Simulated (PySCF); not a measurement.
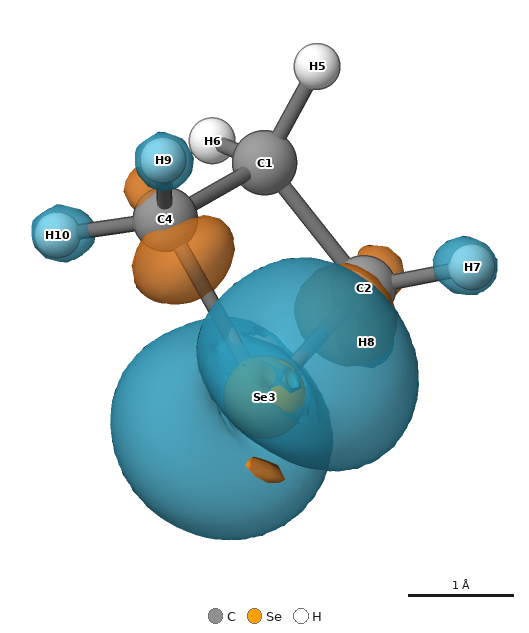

Figure 1: C3H6Se, charge +1, doublet, SMILES `C1C[Se+]C1`. Spin density ρα − ρβ at ±0.03 e/Å³ (light blue: excess α, orange: excess β).

Level of theory: HF/cc-pVDZ (PySCF), at a geometry from GFN2-xTB. No frequency check shows the geometry to be a minimum. The stability of the open-shell solution wasn't checked. GFN2-xTB bond lengths at metals and heavier atoms can be off by up to 0.1 Å and shapes distorted, which carries into these values. GFN2-xTB doesn't know the spin state, so this open-shell geometry is rough.

Input

```python
import numpy as np
from pyscf import gto, scf, dft
from pyscf.scf import atom_ks, atom_hf
from scipy.linalg import block_diag

def solve(mol, dm0=None, hcore=None):
    mf = scf.UHF(mol) if mol.spin else scf.RHF(mol)
    mf = mf.density_fit(auxbasis='def2-universal-jkfit')
    mf.conv_tol, mf.max_cycle = 1e-8, 80
    if hcore is not None:
        mf.get_hcore = lambda *args: hcore
    mf.kernel(dm0)
    if not mf.converged:
        mf = mf.newton().run(mf.mo_coeff, mf.mo_occ, max_cycle=30)
    assert mf.converged, 'SCF not converged'
    return mf

mol = gto.M(atom='''
C     -1.76032    -0.00002    -0.00022
C     -0.76239     1.15616     0.00010
Se     0.81459     0.00001    -0.00002
C     -0.76239    -1.15615     0.00010
H     -2.40958    -0.00001     0.87602
H     -2.40967     0.00003    -0.87564
H     -0.79152     1.79974     0.88148
H     -0.79174     1.79968    -0.88127
H     -0.79140    -1.79981     0.88148
H     -0.79162    -1.79974    -0.88127
''', basis='cc-pvdz', charge=1, spin=1, verbose=4)
mf = solve(mol)
mf.analyze()
# spherically averaged free atoms, for the promolecule
atm = scf.atom_hf.get_atm_nrhf(mol)
pro = block_diag(*[(atm[a[0]][2] * atm[a[0]][3]) @ atm[a[0]][2].T for a in mol._atom])
np.savez('result.npz', e=mf.e_tot, c=mf.mo_coeff, occ=mf.mo_occ, eps=mf.mo_energy, pro=pro, dip=mf.dip_moment(verbose=0), s2=mf.spin_square()[0])
```

Command:

```sh
OMP_NUM_THREADS=1 python input.py
```

The run took 5.9 s on 1 thread of Arm Neoverse N1, with other jobs on the host, peak memory 0.17 GiB.

Partitions, critical points and surface values were worked out afterwards from this run's density.

Q: Where is the unpaired spin?

A: Hirshfeld spin populations: Se3 +0.96. ⟨S²⟩ = 0.77, against 0.75 for a pure state. The picture also shows regions of β spin from spin polarisation; the Hirshfeld sums, whose atoms overlap, net them against the α spin of neighbours.
